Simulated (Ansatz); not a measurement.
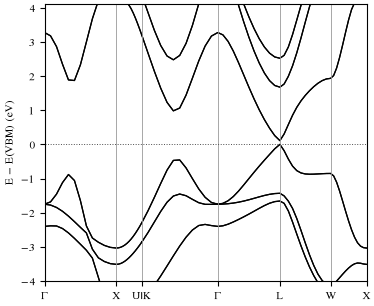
Figure: Band structure from the program Ansatz at the r²SCAN with spin–orbit coupling level (PAW)

### Question
Read off the gap and where the band edges lie.

### Answer
About 0.1 eV (0.11 eV by a search for the band edges); maximum at L, minimum at L.

The material is PbSe (rock salt, Fm-3m).

The cell was relaxed with r²SCAN under the symmetry of its start; of distortions, only those at the zone centre were tested.

Potentials: the later of the program's two PAW sets.
